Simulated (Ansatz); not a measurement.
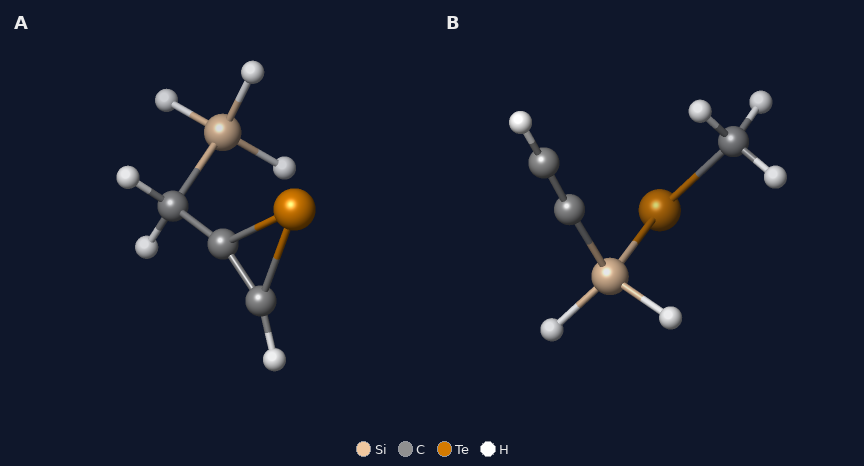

2 stationary structures of one formula. Geometries: PBE-D4/def2-SVP. Electronic energies: PBE-D4/def2-SVP (Ansatz 0.2.0), without zero-point energy. No frequency run is at hand to confirm each as a minimum. Each is one conformer, not always the lowest.

Question: Are they conformers, stereoisomers or constitutional isomers?

Answer: They are constitutional isomers of C3H6SiTe: A `[SiH3]CC1=C[Te]1`, B `C#C[SiH2][Te]C`.

Question: Which structure is the most stable?

Answer: B is lowest; A lies 80.0 kJ/mol above it.
